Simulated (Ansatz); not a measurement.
# Aluminium, simple cubic: r²SCAN0 after r²SCAN

How do the levels change when part of the exchange is made exact, and what does it cost? Spin polarisation is left out. The geometry was relaxed under r²SCAN beforehand and is kept. Exact exchange is dear, so the k-mesh is coarse, and r²SCAN is run on the same mesh for comparison.

Computed with Ansatz 0.2.0 (DFT, plane waves (500 eV) with PBE-made PAW files, scalar-relativistic; functionals as named at each step, unless a step says otherwise).

**1. The system as given**

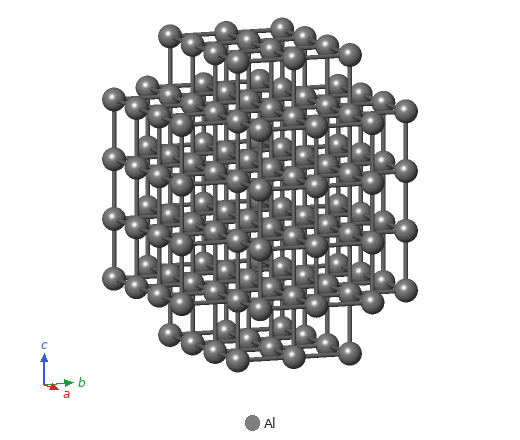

Start, viewed slightly off an axis; aluminium grey. 3×2×3 cells are drawn. Any atoms on the faces are drawn again on the opposite ones, and bonded neighbours outside are added.

As a file:

```cif
data_structure
_symmetry_space_group_name_H-M 'Pm-3m'
_symmetry_Int_Tables_number 221
_cell_length_a 2.7061
_cell_length_b 2.7061
_cell_length_c 2.7061
_cell_angle_alpha 90.000
_cell_angle_beta 90.000
_cell_angle_gamma 90.000
_cell_volume 19.82
loop_
_atom_site_label
_atom_site_type_symbol
_atom_site_symmetry_multiplicity
_atom_site_Wyckoff_symbol
_atom_site_fract_x
_atom_site_fract_y
_atom_site_fract_z
_atom_site_occupancy
Al1 Al 1 a 0.00000 0.00000 0.00000 1
```

**2. r²SCAN, coarse mesh**

The run with r²SCAN.

The input, input.yaml:

```yaml
crystal:
  lattice:
    - [2.7061118081, 0.0, 0.0]
    - [0.0, 2.7061118081, 0.0]
    - [0.0, 0.0, 2.7061118081]
  atoms:
    - { symbol: Al, position: [0.0, 0.0, 0.0] }
hamiltonian:
  xc: r2scan
  pseudopotentials:
    kind: paw
    azcp:
      Al: "pseudopotentials/Al.paw.azcp"
basis:
  ecutwfc: 500
  fft_grid_basis: typed
kpoints:
  mp_grid: { grid: [6, 6, 6], shift: [0, 0, 0] }
magnetization:
  spin_polarized: false
scf:
  occupations: { method: fermi_dirac, width: 0.1 }
```

Started as:

```console
> ansatz run input.yaml --threads 4 --pin off --max-ram 8192MiB --backend cpu --events-out ev --progress --plain --runs-dir out
```

Log (excerpt; [...] marks lines left out):

```text
Warning: RAYON_NUM_THREADS=4 ignored (pool sized by the plan → 4); use --threads N
[...]
Pseudopotentials: kind: paw
Pseudopotential: Al, paw, valence charge 3, recommended cutoff 500 eV (meta_gga), <dir>
Functional definition: r2SCAN
[...]
Crystal: 1 atoms, lattice volume = 19.817 Å³
Basis set: ecut = 500 eV, 485 PW (Γ), exchange–correlation on 80×80×80 points (64 copies of the dense FFT grid, shifted against one another)
Bands: 6, of which v1, the nominal top of the filled ones, is band 2 counted from 1 (1 counted from 0)
Symmetry: 48 space group operations
Space group: Pm-3m (ITA 221), of the structure as read, at distance tolerance 2.7e-5 Å
k-points: 20 of 216
[...]
SCF iter   1: F=—  HF=-539.869085 eV  |F-HF|=—  |Δ(HF+E_count)|=         —  Δρ=3.83e-3  dr2=4.34e-3  dr2_τ=2.75e-3  ethr=1.77e-3  ⟨swp⟩=4.8  Hψ=1094  notcnv=0
[...]
SCF iter   6: F=-539.879400 eV  HF=-539.879400 eV  |F-HF|=4.14e-10  |Δ(HF+E_count)|=   2.16e-8  Δρ=8.88e-7  dr2=1.16e-10  dr2_τ=7.44e-13  ethr=2.73e-10  ⟨swp⟩=1.0  Hψ=337  notcnv=0
[...]
SCF converged after 6 iterations
Free energy (F): -539.879400 eV
[...]
E sigma→0 (E₀):  -539.864913 eV
Entropy (-TS):   -0.028975 eV (-28.975 meV/atom)
Fermi energy:    5.695823 eV
[...]
```

Run time: 0.34 s. Hardware: 4 threads of Arm Neoverse V1, shared host; peak memory 0.25 GiB.

**3. r²SCAN0 on the coarse mesh**

The run with r²SCAN0.

input.yaml: that of step 2 with these lines changed.

```diff
@@ -8,3 +8,3 @@
 hamiltonian:
-  xc: r2scan
+  xc: r2scan0
   pseudopotentials:
```

Started as:

```console
> ansatz run input.yaml --threads 4 --pin off --max-ram 8192MiB --backend cpu --events-out ev --progress --plain --runs-dir out
```

Log (excerpt; [...] marks lines left out):

```text
Warning: RAYON_NUM_THREADS=4 ignored (pool sized by the plan → 4); use --threads N
[...]
[... 2 set-up lines as earlier in the session ...]
Functional definition: r2SCAN0
[...]
Crystal: 1 atoms, lattice volume = 19.817 Å³
Basis set: ecut = 500 eV, 485 PW (Γ), exchange–correlation on 80×80×80 points (64 copies of the dense FFT grid, shifted against one another)
Bands: 6, of which v1, the nominal top of the filled ones, is band 2 counted from 1 (1 counted from 0)
[... 2 set-up lines as earlier in the session ...]
k-points: 20 of 216
[...]
SCF iter   1: F=—  HF=-539.868890 eV  |F-HF|=—  |Δ(HF+E_count)|=         —  Δρ=3.97e-3  dr2=4.65e-3  dr2_τ=2.74e-3  ethr=1.77e-3  ⟨swp⟩=7.3  Hψ=642  notcnv=0
[...]
Frozen-core exchange: fock
[...]
hybrid outer 1: dexx = +3.788e-3 eV, tail = 3.75e-3 eV
[...]
SCF iter   3: F=-539.621095 eV  HF=-539.621095 eV  |F-HF|=1.04e-9  |Δ(HF+E_count)|=   1.43e-5  Δρ=3.10e-6  dr2=6.86e-9  dr2_τ=4.17e-12  ethr=9.59e-11  ⟨swp⟩=3.0  Hψ=456  notcnv=0  defer=5
[...]
hybrid outer 3: dexx = +5.869e-7 eV, tail = 9.92e-7 eV, Δε = 1.21e-2 eV (about 6.96e-4 eV left of the loop's levels)
hybrid SCF converged: 3 outer / 9 inner (+6 warm-up), last move |dexx| = 5.87e-7 eV, tail = 9.92e-7 eV
Stability not checked: this state was not tested for a lower state beside it, because the functional holds exact exchange (a hybrid, or Hartree-Fock), whose exchange loop this test does not read (fock_operator; see scf.lower_state_search)
Free energy (F): -539.621095 eV
Frozen-core exchange: fock
[...]
E sigma→0 (E₀):  -539.617681 eV
Entropy (-TS):   -0.006828 eV (-6.828 meV/atom)
Fermi energy:    5.716163 eV
[...]
--- Band table (eV; the first three rows and the last of 20) ---
  k-point 0: bands = ["-6.1020", "15.2017", "15.2017", "16.6074"]
[...]
  guard bands above this table: 2 of the run's 6 bands. The solve was not asked for them (output.publish_guard_bands: true or output.eigenvalues: true publishes all)
```

Wall time 2.3 s (4 threads of Arm Neoverse V1, shared host); peak memory 0.59 GiB.

**4. The functionals compared**

```csv
functional,gap on the mesh,Fermi energy (eV),SCF cycles,exchange loops,CPU time
r²SCAN,none (levels filled in part),5.696,6,-,0.79 s
r²SCAN0,none (levels filled in part),5.716,15,3,6.4 s
```

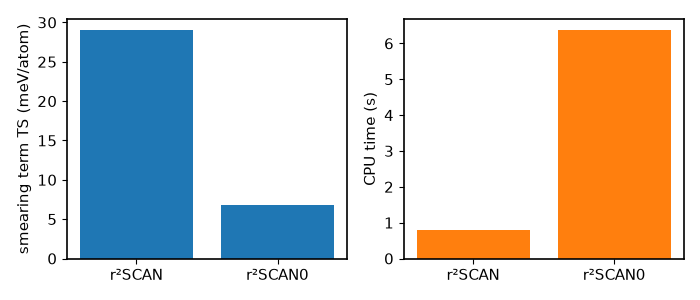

Smearing term and CPU time by functional.

**5. Summary of results**

| quantity | value |
| --- | --- |
| r²SCAN: gap | none (levels filled in part) |
| r²SCAN0: gap | none (levels filled in part) |
| r²SCAN0: SCF cycles, exchange loops | 15, 3 |
| r²SCAN0: CPU time over that of r²SCAN | 8.1 |
| r²SCAN0: relative to fcc | +510 meV/atom |

What this shows: Neither r²SCAN nor r²SCAN0 shows a clean gap on this mesh. r²SCAN0 cost 8.1 times the CPU time of r²SCAN. The exchange operator of r²SCAN0 was renewed in 3 outer loops. To compare with dense-mesh energies, the change of r²SCAN from this mesh and smearing to its dense run (-88.9 meV/atom, from a run not shown) is added. Under r²SCAN0 it lies 510 meV/atom above fcc (computed apart in the same way); on such meshes a few tens of meV are uncertain for metals. The total energies in the logs cannot be compared from one functional to another.
